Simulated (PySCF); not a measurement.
```xyz
3

Hg    0.0000    0.0000    0.3648
F     1.9166    0.0000    0.3641
F    -1.9166    0.0000    0.3641
```

Core potentials replace the inner electrons of Hg.

These are results of RKS PBE0, Hg def2-SVP with ECP60, F def2-SVP; non-relativistic Hamiltonian with scalar-relativistic core potentials where named; density fitting in PySCF 2.14.0, not measurements.

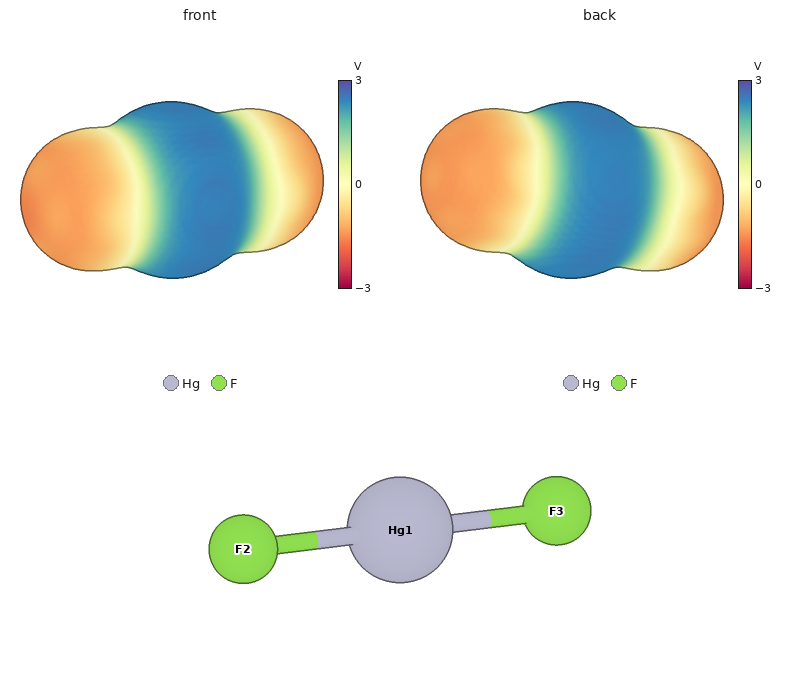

F$_{2}$Hg (Hg(F)2). The electrostatic potential painted on the density surface at 0.004 e/bohr³, seen from the front and from behind; the colour scale runs from red (negative) to blue (positive). The bare structure is drawn below in the same view.

Question: Describe the electrostatic potential map.

Answer: The most negative region (about −1.5 V) lies over F2, the most positive (about +2.5 V) over Hg1.
